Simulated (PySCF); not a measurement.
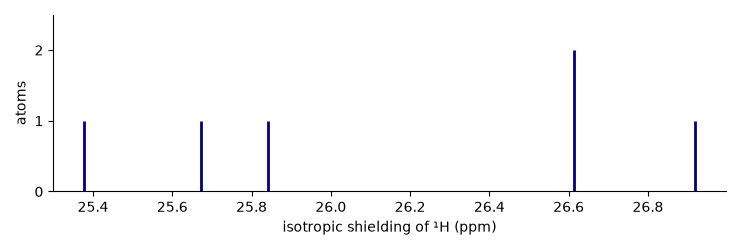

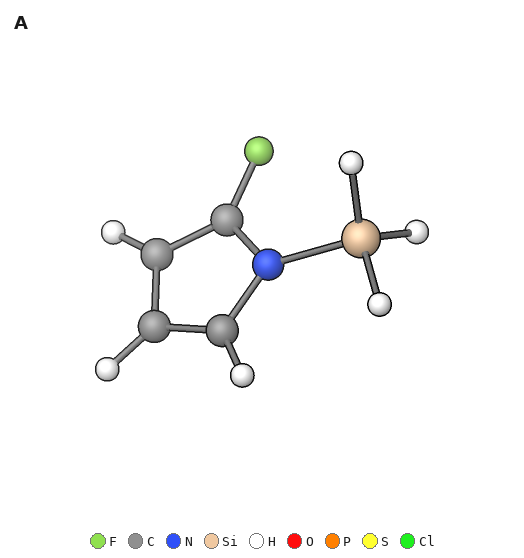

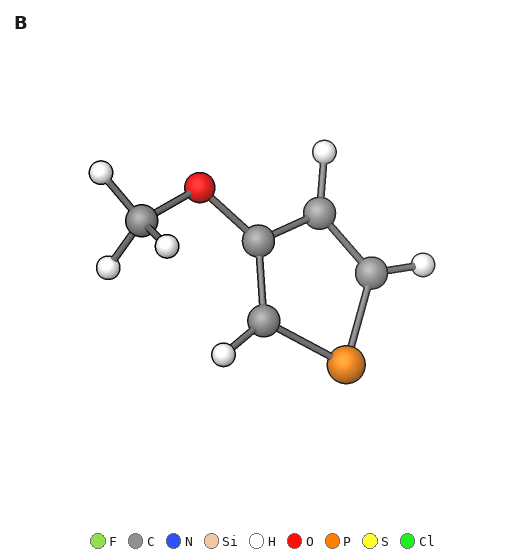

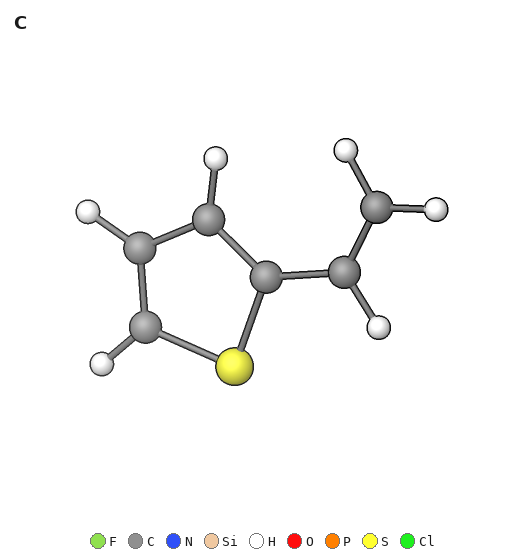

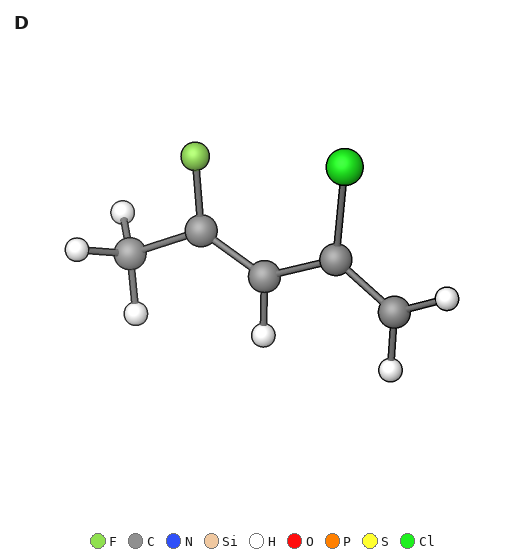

The sticks are computed shieldings of one of the molecules, for one fixed geometry (GFN2-xTB) without averaging over rotations. Low shielding means a high chemical shift. Method: GIAO PBE0/pcSseg-1 NMR shielding, non-relativistic, gas phase (PySCF 2.14.0).

> Which molecule gives this pattern?

A, `Fc1cccn1[SiH3]`. Its 6 H atoms give lines at 25.38, 25.67, 25.84, 26.61 (2 atoms), 26.92 ppm.

The geometry is semi-empirical. Around P, Si such bond lengths and angles can be off by a tenth of an ångström or more and by several degrees, and values that hang on the shape move with them.
